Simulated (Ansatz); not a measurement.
## Tc of Rb (Im-3m) from its phonons

Aim: the phonon-mediated transition temperature of Rb (Im-3m) at ambient pressure, over a range of μ*. The cell shown first is a relaxed one, from steps not shown here.

Program: Ansatz 0.2.0. Level of theory: DFT PBE, scalar-relativistic, plane waves, PAW. Results are calculated unless marked as measured.

## Step 1: The cell after earlier relaxation steps

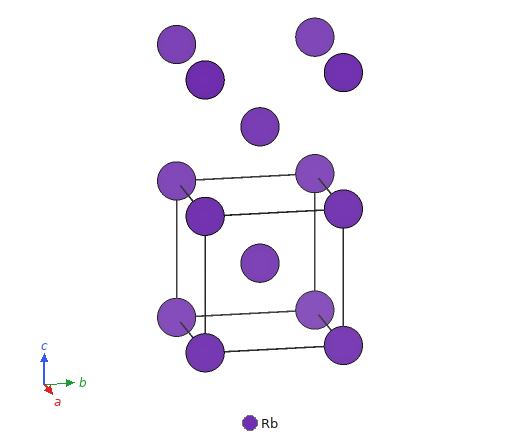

The cell as given, slightly off an axis (rubidium purple). 1×1×2 cells are drawn. This picture shows the conventional cell, with its axes. Some periodic images of atoms are drawn too.

## Step 2: Electron–phonon run: q 2×2×2, k 6×6×6, scattering 8×8×8

The run that gives the couplings also evaluates McMillan's and Allen and Dynes's formulas and, where asked, the Eliashberg equations, over a range of μ*.

Input file input.yaml:

```yaml
crystal:
  lattice:
    - [-2.8361827509, 2.8361827509, 2.8361827509]
    - [2.8361827509, -2.8361827509, 2.8361827509]
    - [2.8361827509, 2.8361827509, -2.8361827509]
  atoms:
    - { symbol: Rb, position: [0.0, 0.0, 0.0] }
kpoints:
  mp_grid: { grid: [6, 6, 6] }
hamiltonian:
  xc: pbe
scf:
  occupations: { method: methfessel_paxton, width: 0.2 }
output:
  eigenvalues: true
phonons:
  method: dfpt
  qmesh: [2, 2, 2]
  temperatures: { t_max: 1000, t_step: 50 }
  qpath:
    path:
      - [[0.0, 0.0, 0.0], [0.5, -0.5, 0.5], [0.0, 0.0, 0.5], [0.0, 0.0, 0.0], [0.25, 0.25, 0.25], [0.5, -0.5, 0.5]]
      - [[0.25, 0.25, 0.25], [0.0, 0.0, 0.5]]
    npoints: 10
  electrical_resistivity:
    mesh: [8, 8, 8]
    temperatures: [20.0, 50.0, 80.0, 100.0, 150.0, 200.0, 273.0, 300.0, 400.0, 500.0, 600.0, 800.0]
  superconductivity: { mesh: [8, 8, 8] }
```

Run with:

```sh
$ ansatz run input.yaml --threads 4 --pin off --max-ram 10240MiB --backend cpu --events-out ev --progress --plain --runs-dir out
```

Numbers of over 12 decimals in the logs are rounded to 6 here.

Log:

```text
Engine: ansatz 0.2.0, x86_64-unknown-linux-gnu
Pseudopotentials: kind: paw
Pseudopotential: Rb, paw, valence charge 9, recommended cutoff 420 eV (normal), Rb.paw.azcp
Functional definition: PBE
  parameter kappa = 0.804
  parameter beta = 0.066725
  exchange = pbe_x(kappa = kappa, mu = beta*pi^2/3)
  correlation = pbe_c(beta = beta)
Crystal: 1 atoms, lattice volume = 91.256 Å³
Basis set: ecut = 420 eV, 1745 PW (Γ), exchange–correlation on 72×72×72 points (8 copies of the dense FFT grid, shifted against one another)
Bands: 9, of which v1, the nominal top of the filled ones, is band 5 counted from 1 (4 counted from 0)
Symmetry: 48 space group operations
k-points: 16 of 216
Non-local potential: Rb, projectors of the file, l = 0: 3, l = 1: 2, l = 2: 2
PAW form: soft (Blöchl's): semilocal exchange-correlation on the pseudo side does not see the compensation charge
PAW one-centre angular grid: Rb, 110 points (default); XC on 64 Gauss nodes
Initial density: superposition of atomic densities (neutral atoms: chi_scale 0, normalization atom), corrected by the library's trained network
Initial wavefunctions: pseudopotential atomic-orbital guess
Functional: x = pbe(κ = 0.804, μ = 0.219515), c = pbe(β = 0.066725)
SCF iter   1: F=—  HF=-3267.336639 eV  |F-HF|=—  |Δ(HF+E_count)|=         —  Δρ=1.28e-4  dr2=6.46e-6  ethr=1.77e-3  ⟨swp⟩=7.1  Hψ=1159  notcnv=0
preconditioner: auto → none  [insulator: Δε(μ)=0.228 eV  Ē_g=3.637 eV  σ=0.200 eV  W_gap=0.59  n_scr=12 (ndim 8)  ℏωp=3.9 eV  f_vac=0.000  D(μ)=1.88/eV (n_scr^D=12)  ε∞_Penn≈2.1]
SCF iter   2: F=—  HF=-3267.337196 eV  |F-HF|=—  |Δ(HF+E_count)|=   5.57e-4  S|Δr|=    0.00e0  Δρ=8.32e-5  dr2=5.87e-6  ethr=7.18e-8  ⟨swp⟩=3.9  Hψ=449  notcnv=0
SCF iter   3: F=—  HF=-3267.337193 eV  |F-HF|=—  |Δ(HF+E_count)|=   3.02e-6  S|Δr|=    0.00e0  Δρ=3.34e-5  dr2=7.03e-7  ethr=6.52e-8  ⟨swp⟩=2.5  Hψ=218  notcnv=0
SCF iter   4: F=—  HF=-3267.337193 eV  |F-HF|=—  |Δ(HF+E_count)|=   1.91e-7  S|Δr|=    0.00e0  Δρ=6.33e-6  dr2=2.84e-8  ethr=7.81e-9  ⟨swp⟩=2.0  Hψ=202  notcnv=0
SCF iter   5: F=—  HF=-3267.337193 eV  |F-HF|=—  |Δ(HF+E_count)|=   9.74e-9  S|Δr|=    0.00e0  Δρ=1.64e-6  dr2=2.19e-9  ethr=3.16e-10  ⟨swp⟩=2.1  Hψ=213  notcnv=0
SCF iter   6: F=—  HF=-3267.337193 eV  |F-HF|=—  |Δ(HF+E_count)|=   1.04e-9  S|Δr|=    0.00e0  Δρ=3.80e-7  dr2=1.35e-10  ethr=2.44e-11  ⟨swp⟩=2.5  Hψ=203  notcnv=0
SCF iter   7: F=—  HF=-3267.337193 eV  |F-HF|=—  |Δ(HF+E_count)|=  9.09e-13  S|Δr|=    0.00e0  Δρ=1.82e-7  dr2=3.17e-11  ethr=1.49e-12  ⟨swp⟩=1.0  Hψ=142  notcnv=0
SCF iter   8: F=-3267.337193 eV  HF=-3267.337193 eV  |F-HF|=4.55e-13  |Δ(HF+E_count)|=  1.36e-12  S|Δr|=    0.00e0  Δρ=4.28e-8  dr2=1.69e-12  ethr=1.00e-12  ⟨swp⟩=6.3  Hψ=602  notcnv=0
SCF 1 converged in 8 iterations: F = -3267.337193 eV  dr2 = 1.69e-12
  greatest PAW one-centre occupation: 0.975 electrons in one spin orbital (limit 2), on the Rb atom at site 0 (counted from 0), in its partial waves of l = 0
NSCF: frozen V_eff on 16 k-points
NSCF: frozen V_eff on 30 k-points
DFPT response loops at q = (0, 0, 0) (fractional): preconditioner auto → Kerker (q_TF=auto, 1.854 Å⁻¹) (partly filled bands, converged f_vac=0.000); β = 1.00, the filter's whole step (`scf.mixing.beta` (0.50) is not read by the response loops under this deck's `scf.mixing.preconditioner`; to damp them name `kerker` or `kerker_dos`, under which they read `scf.mixing.beta`, and type it under 1.00, their step now; both keys bind the ground state too); Broyden in place of MSR1
NSCF: frozen V_eff on 136 k-points
DFPT response loops at q = (0, 0, -0.5) (fractional): mixed as the last ones told, above
NSCF: frozen V_eff on 60 k-points
DFPT response loops at q = (-0.5, -0.5, -0.5) (fractional): mixed as the last ones told, above
SCF iter   1: F=—  HF=-3267.336639 eV  |F-HF|=—  |Δ(HF+E_count)|=         —  Δρ=1.28e-4  dr2=6.46e-6  ethr=1.77e-3  ⟨swp⟩=7.1  Hψ=1159  notcnv=0
SCF iter   2: F=—  HF=-3267.337196 eV  |F-HF|=—  |Δ(HF+E_count)|=   5.57e-4  S|Δr|=    0.00e0  Δρ=8.32e-5  dr2=5.87e-6  ethr=7.18e-8  ⟨swp⟩=3.9  Hψ=449  notcnv=0
SCF iter   3: F=—  HF=-3267.337193 eV  |F-HF|=—  |Δ(HF+E_count)|=   3.02e-6  S|Δr|=    0.00e0  Δρ=3.34e-5  dr2=7.03e-7  ethr=6.52e-8  ⟨swp⟩=2.5  Hψ=218  notcnv=0
SCF iter   4: F=—  HF=-3267.337193 eV  |F-HF|=—  |Δ(HF+E_count)|=   1.91e-7  S|Δr|=    0.00e0  Δρ=6.33e-6  dr2=2.84e-8  ethr=7.81e-9  ⟨swp⟩=2.0  Hψ=202  notcnv=0
SCF iter   5: F=—  HF=-3267.337193 eV  |F-HF|=—  |Δ(HF+E_count)|=   9.74e-9  S|Δr|=    0.00e0  Δρ=1.64e-6  dr2=2.19e-9  ethr=3.16e-10  ⟨swp⟩=2.1  Hψ=213  notcnv=0
SCF iter   6: F=—  HF=-3267.337193 eV  |F-HF|=—  |Δ(HF+E_count)|=   1.04e-9  S|Δr|=    0.00e0  Δρ=3.80e-7  dr2=1.35e-10  ethr=2.44e-11  ⟨swp⟩=2.5  Hψ=203  notcnv=0
SCF iter   7: F=—  HF=-3267.337193 eV  |F-HF|=—  |Δ(HF+E_count)|=  9.09e-13  S|Δr|=    0.00e0  Δρ=1.82e-7  dr2=3.17e-11  ethr=1.49e-12  ⟨swp⟩=1.0  Hψ=142  notcnv=0
SCF iter   8: F=-3267.337193 eV  HF=-3267.337193 eV  |F-HF|=4.55e-13  |Δ(HF+E_count)|=  1.36e-12  S|Δr|=    0.00e0  Δρ=4.35e-8  dr2=1.70e-12  ethr=1.00e-12  ⟨swp⟩=2.0  Hψ=280  notcnv=0
SCF 2 converged in 8 iterations: F = -3267.337193 eV  dr2 = 1.70e-12
NSCF: frozen V_eff on 29 k-points
SCF converged after 8 iterations
Stability not checked: this state was not tested for a lower state beside it, because cold or Methfessel-Paxton smearing, or corrected tetrahedra, fill the levels in a way that the test cannot read (fill_not_monotonic; see scf.lower_state_search)
Free energy (F): -3267.337193 eV
Harris-Foulkes:  -3267.337193 eV  (|F-HF|=4.55e-13)
Internal energy: -3267.327431 eV  (E = F + TS)
E sigma→0 (E₀):  -3267.334752 eV
Entropy (-TS):   -0.009762 eV (-9.762 meV/atom)
Fermi energy:    1.942585 eV
--- Per-component energies (eV) ---
  E_band       = -119.034088
  E_kinetic    = 190.768567
  E_local      = -709.237109  (includes V_loc(G=0)·N_el)
  E_nonlocal   = 173.573214
  E_hartree    = 198.992389
  E_xc         = -129.250334
  E_vxc        = -135.151271  (∫ρ·V_xc dr)
  E_paw        = -2618.018315  (= ΣΔE_a)
  E_vpaw       = -36.972289  (= ΣTr[D̂ρ^β])
  E_aug_tail   = -0.000001  (compensation charges beyond the density's cutoff)
  E_ewald      = -374.155843
  E_smearing   = -0.009762  (= −TS)
  E_closure    = 0.000000  (closes the sum)
  Σ components = -3267.337193   (vs F -3267.337193, Δ=0.00e0)
--- Band table (eV; the first three rows and the last of 16) ---
  k-point 0: bands = ["-26.9710", "-11.0137", "-11.0137", "-11.0137", "-0.0369", "5.6063", "5.6063", "5.6063", "6.5381"]
  k-point 1: bands = ["-26.9699", "-11.0378", "-11.0217", "-11.0137", "0.2856", "5.0162", "5.2259", "5.9039", "6.2764"]
[...]
mean free path at 20 K (of a tensor a third of its trace): 345 nm by what each carries, 295 by the Fermi surface alone
  Hall coefficient in a weak field at 20 K (a third of the trace): -5.342e-10 m³/C (as a tensor it moves by 23.4 % between the two finest meshes); by each state's relaxation time: -5.706e-10 m³/C; by a constant relaxation time: -5.375e-10 m³/C
  mean free path at 50 K (of a tensor a third of its trace): 97.8 nm by what each carries, 90.6 by the Fermi surface alone
  Hall coefficient in a weak field at 50 K (a third of the trace): -5.315e-10 m³/C (as a tensor it moves by 16.1 % between the two finest meshes); by each state's relaxation time: -5.431e-10 m³/C; by a constant relaxation time: -5.374e-10 m³/C
  mean free path at 80 K (of a tensor a third of its trace): 58.8 nm by what each carries, 54.9 by the Fermi surface alone
  Hall coefficient in a weak field at 80 K (a third of the trace): -5.312e-10 m³/C (as a tensor it moves by 15.0 % between the two finest meshes); by each state's relaxation time: -5.407e-10 m³/C; by a constant relaxation time: -5.367e-10 m³/C
  mean free path at 100 K (of a tensor a third of its trace): 46.7 nm by what each carries, 43.6 by the Fermi surface alone
  Hall coefficient in a weak field at 100 K (a third of the trace): -5.310e-10 m³/C (as a tensor it moves by 14.7 % between the two finest meshes); by each state's relaxation time: -5.401e-10 m³/C; by a constant relaxation time: -5.364e-10 m³/C
  mean free path at 150 K (of a tensor a third of its trace): 30.9 nm by what each carries, 28.8 by the Fermi surface alone
  Hall coefficient in a weak field at 150 K (a third of the trace): -5.307e-10 m³/C (as a tensor it moves by 13.9 % between the two finest meshes); by each state's relaxation time: -5.394e-10 m³/C; by a constant relaxation time: -5.359e-10 m³/C
  mean free path at 200 K (of a tensor a third of its trace): 23.1 nm by what each carries, 21.6 by the Fermi surface alone
  Hall coefficient in a weak field at 200 K (a third of the trace): -5.306e-10 m³/C (as a tensor it moves by 13.4 % between the two finest meshes); by each state's relaxation time: -5.392e-10 m³/C; by a constant relaxation time: -5.357e-10 m³/C
  mean free path at 273 K (of a tensor a third of its trace): 16.9 nm by what each carries, 15.8 by the Fermi surface alone
  Hall coefficient in a weak field at 273 K (a third of the trace): -5.308e-10 m³/C (as a tensor it moves by 12.9 % between the two finest meshes); by each state's relaxation time: -5.393e-10 m³/C; by a constant relaxation time: -5.356e-10 m³/C
  mean free path at 300 K (of a tensor a third of its trace): 15.4 nm by what each carries, 14.3 by the Fermi surface alone
  Hall coefficient in a weak field at 300 K (a third of the trace): -5.308e-10 m³/C (as a tensor it moves by 12.8 % between the two finest meshes); by each state's relaxation time: -5.394e-10 m³/C; by a constant relaxation time: -5.356e-10 m³/C
  mean free path at 400 K (of a tensor a third of its trace): 11.5 nm by what each carries, 10.7 by the Fermi surface alone
  Hall coefficient in a weak field at 400 K (a third of the trace): -5.311e-10 m³/C (as a tensor it moves by 12.6 % between the two finest meshes); by each state's relaxation time: -5.398e-10 m³/C; by a constant relaxation time: -5.355e-10 m³/C
  mean free path at 500 K (of a tensor a third of its trace): 9.20 nm by what each carries, 8.58 by the Fermi surface alone
  Hall coefficient in a weak field at 500 K (a third of the trace): -5.314e-10 m³/C (as a tensor it moves by 12.4 % between the two finest meshes); by each state's relaxation time: -5.402e-10 m³/C; by a constant relaxation time: -5.353e-10 m³/C
  mean free path at 600 K (of a tensor a third of its trace): 7.67 nm by what each carries, 7.13 by the Fermi surface alone
  Hall coefficient in a weak field at 600 K (a third of the trace): -5.314e-10 m³/C (as a tensor it moves by 12.5 % between the two finest meshes); by each state's relaxation time: -5.406e-10 m³/C; by a constant relaxation time: -5.350e-10 m³/C
  mean free path at 800 K (of a tensor a third of its trace): 5.77 nm by what each carries, 5.33 by the Fermi surface alone
  Hall coefficient in a weak field at 800 K (a third of the trace): -5.305e-10 m³/C (as a tensor it moves by 12.4 % between the two finest meshes); by each state's relaxation time: -5.411e-10 m³/C; by a constant relaxation time: -5.339e-10 m³/C
  the resistivity times a path that all electrons share, by the Fermi surface of the deck's mesh alone (a third of the trace): 2.584e-15 Ω·m²
  not converged in the mesh (λ; λ_tr; the resistivity at 20 K by 57.30 %; the resistivity at 50 K by 49.41 %; the resistivity at 80 K by 48.35 %; the resistivity at 100 K by 47.84 %; the resistivity at 150 K by 46.19 %; the resistivity at 200 K by 45.55 %; the resistivity at 273 K by 45.30 %; the resistivity at 300 K by 44.29 %; the resistivity at 400 K by 45.37 %; the resistivity at 500 K by 45.61 %; the resistivity [...]
  vibrations of 8 cells: unjudged by the run; compare a larger repeat
  the changes of the potential over all sites missed a rigid shift's by 0.00 % (the site terms' by 0.26 %)
  between the force constants' wavevectors the phonons are obtained by Fourier interpolation alone: along a vector of fewer than three repeats the shortest translation of the supercell is 9.825 Å, and under 12.281 Å the phonon self-energy is left out by default: enlarge phonons.supercell (under dfpt, phonons.qmesh)
--- Superconductivity: potentials and phonons of a 2×2×2 supercell ---
           mesh         λ    ħω_log (meV)  μ* declared at (meV)
          8×8×8    0.2128           2.624                3.625
          4×4×4    0.2772           2.061                3.377
  λ by the species' shares of the modes' patterns: Rb 0.2128
  with the Fermi level up to 5.8 meV (the hardest mode) off, states and modes as they are: density of states 0.4631 to 0.4651 /eV of one spin and cell, λ 0.2127 to 0.2129
  transition temperature on the deck's mesh (K), isotropic and anisotropic, restricted to the Fermi surface (FSR) and over the full bandwidth (FBW), and the last with the density of states resolved in a narrower window:
        μ*   McMillan   Allen–Dynes      iso. FSR      iso. FBW    aniso. FSR    aniso. FBW  narrow window
      0.08      0.001         0.001    none_found    none_found    none_found    none_found     none_found
      0.10      0.000         0.000    none_found    none_found    none_found    none_found     none_found
      0.12      0.000         0.000    none_found    none_found    none_found    none_found     none_found
      0.13      0.000         0.000    none_found    none_found    none_found    none_found     none_found
      0.14      0.000         0.000    none_found    none_found    none_found    none_found     none_found
      0.16      0.000         0.000    none_found    none_found    none_found    none_found     none_found
      0.20          -             -    none_found    none_found    none_found    none_found     none_found
  none_found: no transition down to 0.1 K
  isotope coefficients −∂ln Tc/∂ln M under μ* = 0.13, the force constants as they are, of the isotropic transitions restricted to the Fermi surface and over the full bandwidth: Rb - and -
  not converged in the mesh (λ): between neighbouring meshes, the two finest first, λ moves by 30.25 % and the anisotropic transition temperature over the full bandwidth at μ* = 0.13 by nothing (neither mesh has one); converged means that the two finest part by at most 2.00 % and 5.00 %
  vibrations of 8 cells: unjudged by the run; compare a larger repeat
  the changes of the potential over all sites missed a rigid shift's by 0.00 % (the site terms' by 0.26 %)
  between the force constants' wavevectors the phonons are obtained by Fourier interpolation alone: along a vector of fewer than three repeats the shortest translation of the supercell is 9.825 Å, and under 12.281 Å the phonon self-energy is left out by default: enlarge phonons.supercell (under dfpt, phonons.qmesh)
```

Elapsed: 8.7 s, on 4 threads of Intel Xeon Platinum 8559C (Emerald Rapids), shared host; peak memory 0.69 GiB; 26 s of CPU time.

This step gave:

- volume per atom: 91.26 Å³
- metallic on mesh: yes
- gap on the k-mesh: 0 eV
- zero point energy: 0.005529 eV/cell
- share of imaginary modes in the plain interpolation between solved wavevectors: 0
- highest frequency, solved or plainly interpolated: 46.7 cm⁻¹
- Debye temperature (second moment): 59 K
- resistivity at 300 K: 18.02 μΩ cm
- coupling constant λ: 0.2128
- density of states at the Fermi level: 0.4641 states/eV a spin and cell
- log mean phonon energy ħω_log: 2.624 meV
- transport coupling constant λ_tr: 0.217, 0.217, 0.217 (xx, yy, zz)
- Drude plasma energy: 3.706, 3.706, 3.706 eV (xx, yy, zz)
- resistivity times mean free path: 25.84, 25.84, 25.84 × 10⁻¹⁶ Ω m² (xx, yy, zz)
- second-moment phonon energy ħω₂: 3.625 meV
- coupling λ by branch: 0.0893, 0.0303, 0.0933 (branches by rank of frequency)

An empty cell: under 1 mK by a formula, or no transition down to the floor of the Eliashberg search. Transition temperatures:

```tsv
μ*	McMillan Tc (K)	Allen–Dynes Tc (K)
0.08	-	-
0.1	-	-
0.12	-	-
0.13	-	-
0.14	-	-
0.16	-	-
0.2	-	-
```

(Continued in part 2 of 2.)

[Logs are printed without paths, hosts, clocks, repeated set-up lines and the standing remarks that a program may print on its own settings, such as how far it seeks lower states.]

[Hosts, paths, dates, database ids (printed as entryN), source tags and the programs' standing remarks are cut or masked in the printed files.]
